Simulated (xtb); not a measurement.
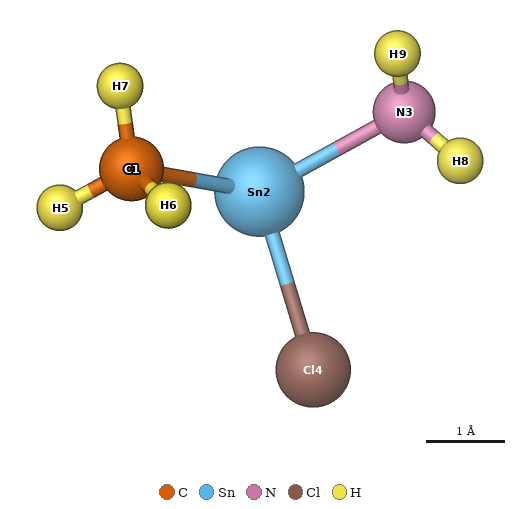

*The structure (ball-and-stick view, seen at a tilt; atoms are numbered from 1 in the order of the input). Sticks mark near contacts.*

Bond lengths as drawn: Cl–Sn 2.40 Å, C–H 1.08 Å, C–Sn 2.42 Å, H–N 1.01 Å and N–Sn 2.16 Å.

## Energy and gradient calculation, with input and output: CH₅ClNSn

The run: energy and gradient calculation of CH₅ClNSn, multiplicity 2, SMILES [CH3][Sn]([NH2])[Cl]. Method and program: GFN1-xTB (xtb 6.7.1 later snapshot).

The geometry comes from this level: GFN2-xTB.

**Input (mol.coord)**
```
$coord
      0.246306903084      2.677534048721     -1.864422691817  c
      0.285084083161     -1.835812238290     -1.128431058059  sn
      1.179926094955     -2.833228584129      2.721073338632  n
     -4.052895619485     -3.105500324165     -1.368237303274  cl
     -0.136362637153      3.058219376527     -3.834991300054  h
     -1.278909949363      3.324746349144     -0.662764746429  h
      2.054963776963      3.433613471184     -1.280383935740  h
     -0.383519916993     -3.278863798838      3.738105041645  h
      2.085407264831     -1.440708300153      3.680033757835  h
$end
```

**File xcontrol**
```
$chrg 0
$spin 1
$embedding
   input=pcharge
$end
```

Command:
```bash
xtb mol.coord --gfn 1 --grad --input xcontrol -P 1 > xtb.out 2> xtb.err
```

**The program's output**
```
* xtb version 6.7.1
   ID    Z sym.   atoms
    1    6 c      1
    2   50 sn     2
    3    7 n      3
    4   17 cl     4
    5    1 h      5-9

           -------------------------------------------------
          |                Calculation Setup                |
           -------------------------------------------------

          program call               : xtb mol.coord --gfn 1 --grad --input xcontrol -P 1
          coordinate file            : mol.coord
          omp threads                :                     1

           -------------------------------------------------
          |                 G F N 1 - x T B                 |
           -------------------------------------------------

      * Hamiltonian:
        H0-scaling (s, p, d)           1.850000    2.250000    2.000000
        zeta-weighting                 0.000000
      * Dispersion:
        s8                             2.400000
        a1                             0.630000
        a2                             5.000000
        s9                             0.000000
      * Repulsion:
        kExp                           1.500000
        rExp                           1.000000
      * Coulomb:
        alpha                          2.000000
        third order                    atomic
        anisotropic                    false
      * Halogen bond correction:
        rad-scale                      1.300000
        damping                        0.440000

          ...................................................
          :                      SETUP                      :
          :.................................................:
          :  # basis functions                  38          :
          :  # atomic orbitals                  36          :
          :  # shells                           20          :
          :  # electrons                        25          :
          :  # halogen bonds                     1          :
          :  max. iterations                   250          :
          :  Hamiltonian                  GFN1-xTB          :
          :  restarted?                      false          :
          :  GBSA solvation                  false          :
          :  PC potential                     true          :
          :  -> # point charges                  2          :
          :  -> sum of PC                0.0000000     e    :
          :  electronic temp.          300.0000000     K    :
          :  accuracy                    1.0000000          :
          :  -> integral cutoff          0.2500000E+02      :
          :  -> integral neglect         0.1000000E-07      :
          :  -> SCF convergence          0.1000000E-05 Eh   :
          :  -> wf. convergence          0.2000000E-04 e    :
          :  Broyden damping             0.4000000          :
          :  net charge                          0          :
          :  unpaired electrons                  1          :
          ...................................................

 iter      E             dE          RMSdq      gap      omega  full diag
   1    -14.6885755 -0.146886E+02  0.641E+00    3.97       0.0  T
   2    -14.7479960 -0.594205E-01  0.503E+00    4.38       1.0  T
   3    -14.8394110 -0.914150E-01  0.297E+00    4.92       1.0  T
   4    -14.7191230  0.120288E+00  0.316E+00    4.31       1.0  T
   5    -14.8218836 -0.102761E+00  0.127E+00    4.84       1.0  T
   6    -14.8410037 -0.191201E-01  0.301E-01    4.92       1.0  T
   7    -14.8409077  0.959522E-04  0.273E-01    4.89       1.0  T
   8    -14.8418435 -0.935733E-03  0.493E-02    4.89       1.0  T
   9    -14.8418522 -0.869288E-05  0.202E-02    4.88       1.7  T
  10    -14.8418504  0.172199E-05  0.161E-02    4.88       2.1  T
  11    -14.8418533 -0.289839E-05  0.483E-03    4.88       6.9  T
  12    -14.8418536 -0.295137E-06  0.623E-04    4.88      53.5  T
  13    -14.8418536 -0.421440E-08  0.220E-04    4.88     151.5  T
  14    -14.8418536 -0.605004E-09  0.603E-05    4.88     552.9  T
  15    -14.8418536 -0.464695E-10  0.466E-06    4.88    7154.4  T

   *** convergence criteria satisfied after 15 iterations ***

         #    Occupation            Energy/Eh            Energy/eV
      -------------------------------------------------------------
         1        2.0000           -0.9528342             -25.9279
       ...           ...                  ...                  ...
         7        2.0000           -0.5280928             -14.3701
         8        2.0000           -0.4779552             -13.0058
         9        2.0000           -0.4671130             -12.7108
        10        2.0000           -0.4623737             -12.5818
        11        2.0000           -0.4532303             -12.3330
        12        1.9995           -0.4047910             -11.0149
        13        1.0005           -0.3904240             -10.6240 (HOMO)
        14                         -0.2110503              -5.7430 (LUMO)
        15                         -0.2020116              -5.4970
        16                         -0.1910747              -5.1994
        17                         -0.1188800              -3.2349
        18                         -0.0891211              -2.4251
       ...                                ...                  ...
        36                          0.6000926              16.3294
      -------------------------------------------------------------
                  HL-Gap            0.1793737 Eh            4.8810 eV
             Fermi-level           -0.3491723 Eh           -9.5015 eV

 SCC (total)                   0 d,  0 h,  0 min,  0.008 sec
 SCC setup                      ...        0 min,  0.000 sec (  0.967%)
 Dispersion                     ...        0 min,  0.000 sec (  0.358%)
 classical contributions        ...        0 min,  0.000 sec (  0.127%)
 integral evaluation            ...        0 min,  0.002 sec ( 19.835%)
 iterations                     ...        0 min,  0.004 sec ( 44.529%)
 molecular gradient             ...        0 min,  0.003 sec ( 32.695%)
 printout                       ...        0 min,  0.000 sec (  1.324%)

         :::::::::::::::::::::::::::::::::::::::::::::::::::::
         ::                     SUMMARY                     ::
         :::::::::::::::::::::::::::::::::::::::::::::::::::::
         :: total energy             -14.751986261195 Eh    ::
         :: gradient norm              0.019826593852 Eh/a0 ::
         :: HOMO-LUMO gap              4.881005989794 eV    ::
         ::.................................................::
         :: SCC energy               -14.841853637333 Eh    ::
         :: -> electrostatic           0.024288735209 Eh    ::
         :: repulsion energy           0.092852869542 Eh    ::
         :: dispersion energy         -0.002985493404 Eh    ::
         :: halogen bond corr.         0.000000000000 Eh    ::
         :: add. restraining           0.000000000000 Eh    ::
         :: total charge               0.000000000000 e     ::
         :::::::::::::::::::::::::::::::::::::::::::::::::::::

           -------------------------------------------------
          |                Property Printout                |
           -------------------------------------------------

    * Orbital Energies and Occupations

         #    Occupation            Energy/Eh            Energy/eV
      -------------------------------------------------------------
         1        2.0000           -0.9528342             -25.9279
         2        2.0000           -0.8697101             -23.6660
         3        2.0000           -0.7185753             -19.5534
         4        2.0000           -0.6290419             -17.1171
         5        2.0000           -0.5312784             -14.4568
         6        2.0000           -0.5299635             -14.4210
         7        2.0000           -0.5280928             -14.3701
         8        2.0000           -0.4779552             -13.0058
         9        2.0000           -0.4671130             -12.7108
        10        2.0000           -0.4623737             -12.5818
        11        2.0000           -0.4532303             -12.3330
        12        1.9995           -0.4047910             -11.0149
        13        1.0005           -0.3904240             -10.6240 (HOMO)
        14                         -0.2110503              -5.7430 (LUMO)
        15                         -0.2020116              -5.4970
        16                         -0.1910747              -5.1994
        17                         -0.1188800              -3.2349
        18                         -0.0891211              -2.4251
        19                         -0.0824261              -2.2429
        20                         -0.0774788              -2.1083
        21                         -0.0608134              -1.6548
        22                         -0.0298116              -0.8112
        23                         -0.0210365              -0.5724
        24                         -0.0133471              -0.3632
       ...                                ...                  ...
        36                          0.6000926              16.3294
      -------------------------------------------------------------
                  HL-Gap            0.1793737 Eh            4.8810 eV
             Fermi-level           -0.3491723 Eh           -9.5015 eV

  Mulliken/CM5 charges         n(s)   n(p)   n(d)
     1     -0.18822 -0.33697   1.060  3.128  0.000
     2      0.45451  0.50834   1.979  1.297  0.270
     3     -0.50049 -0.92483   1.525  3.976  0.000
     4     -0.26238 -0.26740   1.944  5.322 -0.004
     5      0.02151  0.07247   0.978  0.000  0.000
     6      0.03644  0.08795   0.964  0.000  0.000
     7      0.03115  0.08215   0.969  0.000  0.000
     8      0.21189  0.39755   0.788  0.000  0.000
     9      0.19559  0.38075   0.804  0.000  0.000

Wiberg/Mayer (AO) data.
largest (>0.10) Wiberg bond orders for each atom

 ---------------------------------------------------------------------------
     #   Z sym  total        # sym  WBO       # sym  WBO       # sym  WBO
 ---------------------------------------------------------------------------
     1   6      3.864 --     5      0.995     7      0.994     6      0.988
                             2      0.578     3      0.231
     2  50      2.451 --     4      1.025     3      0.828     1      0.578
     3   7      3.038 --     9      0.950     8      0.943     2      0.828
                             1      0.231
     4  17      1.191 --     2      1.025
     5   1      1.003 --     1      0.995
     6   1      1.001 --     1      0.988
     7   1      1.002 --     1      0.994
     8   1      0.957 --     3      0.943
     9   1      0.963 --     3      0.950
 ---------------------------------------------------------------------------

Topologies differ in total number of bonds
Writing topology from bond orders to xtbtopo.mol

 dipole moment from electron density (au)
     X       Y       Z
   1.2985   0.7488   0.2728  total (Debye):    3.873

           -------------------------------------------------
          | TOTAL ENERGY              -14.751986261195 Eh   |
          | GRADIENT NORM               0.019826593852 Eh/α |
          | HOMO-LUMO GAP               4.881005989794 eV   |
           -------------------------------------------------

------------------------------------------------------------------------
------------------------------------------------------------------------
 total:
 *  cpu-time:     0 d,  0 h,  0 min,  0.014 sec
 * ratio c/w:     1.000 speedup
 SCF:
 *  cpu-time:     0 d,  0 h,  0 min,  0.008 sec
 * ratio c/w:     1.000 speedup
```

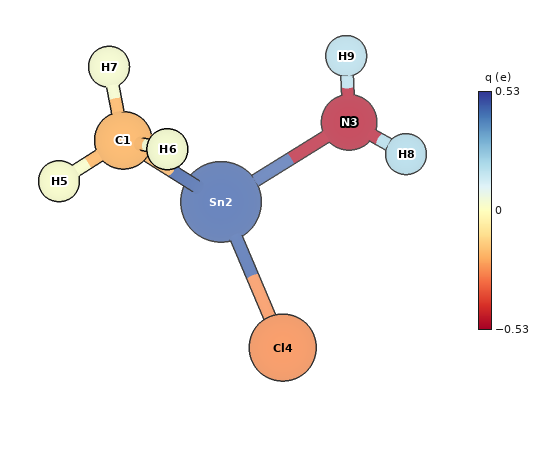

*Mulliken charges, as the colour of each atom (ball-and-stick view, seen at a tilt; atoms are numbered from 1 in the order of the input).*

By element: C −0.19, Sn +0.45, N −0.50, Cl −0.26 and H +0.02 to +0.21 e.

**Key numbers**

```json
{"quantity": "outcome", "value": "converged"}
{"quantity": "electrons treated", "value": "25"}
{"quantity": "total energy", "value": "−14.751986 hartree"}
{"quantity": "dispersion energy", "value": "−0.002985 hartree"}
{"quantity": "basis functions", "value": "38"}
{"quantity": "largest force", "value": "0.560 eV/Å"}
{"quantity": "dipole moment", "value": "3.87 D"}
{"quantity": "hardware", "value": "1 thread of Arm Neoverse V1, 24 GiB of memory available, shared host"}
{"quantity": "peak memory", "value": "0.075 GiB"}
```
